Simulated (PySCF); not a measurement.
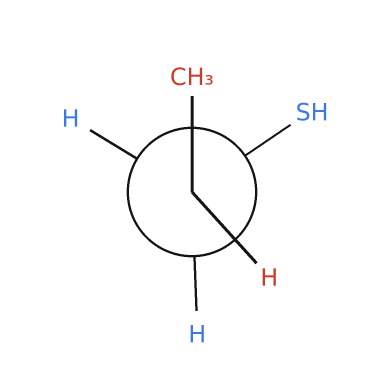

A Newman projection along the N–Ge bond, nitrogen in front; angles are drawn as computed, but eclipsed bonds slightly apart. The computed structure is the end point of a PBE0-D3(BJ)/def2-SVP optimisation. No frequency run is at hand to confirm it as a minimum.

Which molecule is it?

Answer. CH7GeNS, C[NH][GeH2][SH]

What is the torsion angle from the front CH3 to the back SH? The sign is positive where the front bond must turn clockwise to cover the back bond.

Answer. 56°, synclinal (gauche).
